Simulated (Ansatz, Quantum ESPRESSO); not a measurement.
# 1T-PtSe2, 1 layer: the energy at a withheld member of a series

Method. Quantum ESPRESSO 7.5, PBE, GBRV ultrasoft. Cell and atoms are first relaxed; each strained cell is then held and the atoms relax in it. A periodic run with 15 Å of vacuum in the starting cell gives the vacuum levels, and bands follow along a path. The bands are repeated with spin-orbit coupling and fully relativistic files. The series steps biaxial strain. Energies count from the lowest.

| biaxial strain | energy (eV) |
| --- | --- |
| -4 % | 0.1169 |
| -3 % | 0.0656 |
| -2 % | 0.0291 |
| -1 % | 0.0074 |
| 0 % | 0.0000 |
| 1 % | 0.0065 |
| 2 % | 0.0264 |
| 3 % | 0.0591 |

To predict: What is the energy at 4 %?

By hand: The rows at 2 % and 3 % give a slope of (0.0591 − (0.0264))/(3 − (2)) = 0.0327, so a straight line gives 0.0918 eV. A parabola through these and the row at 1 % gives 0.1046 eV.

What the calculation gave: 0.1041 eV. The line misses by −0.0123 and the parabola by +0.0005 eV. The parabola does better.

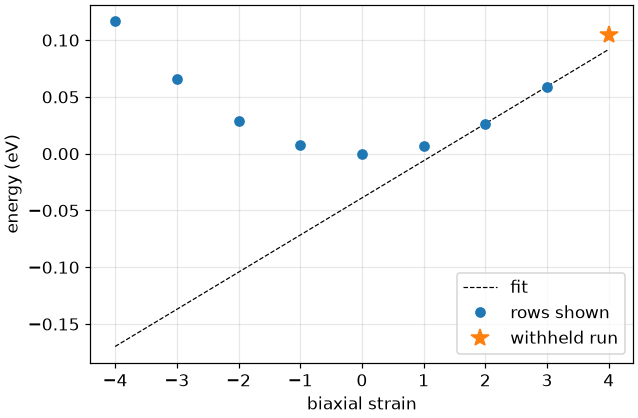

The rows shown, the fit and the withheld run.

Caveats: Semilocal gaps are too small; the 1×1 cell can't ripple over many cells under compression as a free sheet would. These values are without spin-orbit coupling.
